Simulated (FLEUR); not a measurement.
Band structure of LiH (Fm-3m, 2 atoms in the cell).

```xyz
2
Lattice="0.0000 2.0428 2.0428 2.0428 0.0000 2.0428 2.0428 2.0428 0.0000" Properties=species:S:1:pos:R:3 pbc="T T T"
Li     0.0000     0.0000     0.0000
H      2.0428     2.0428     2.0428
```

Computed with PBE, all-electron FLAPW (FLEUR), scalar-relativistic valence.

Settings: Kmax = 4.5 1/bohr; GmaxXC = 22.5 1/bohr; xcFunctional = pbe; jspins = 1; l_soc = F; mode = hist; fermiSmearingEnergy = 0.0001 Htr; mesh (inpgen div1-3) = 14 14 14; inpgen gamma flag = true; Gmax = 22.5 1/bohr; numbands = 0; maxIterBroyd = 25; imix = Anderson; alpha = 0.05.

The starting cell comes from a database of computed structures (which also holds hypothetical and non-ambient phases and stackings), without a prior relaxation at this level. Its lattice was rescaled by a random factor within 2.5 % of one. Values depend on the basis (sphere radii, cutoffs, local orbitals), which need not be converged.

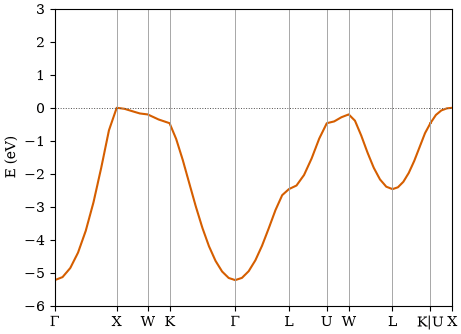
Figure. Bands along the path, energies from the Fermi level.

Levels in eV from the Fermi level, bands 1 to 4:
| point | 1 | 2 | 3 | 4 |
|---|---|---|---|---|
| Γ | -44.32 | -5.22 | 15.36 | 17.31 |
| X | -44.27 | 0.00 | 3.02 | 10.54 |
| W | -44.27 | -0.20 | 5.22 | 5.22 |
| K | -44.27 | -0.47 | 4.13 | 7.38 |
| L | -44.29 | -2.46 | 4.77 | 13.18 |
| U | -44.27 | -0.47 | 4.13 | 7.38 |
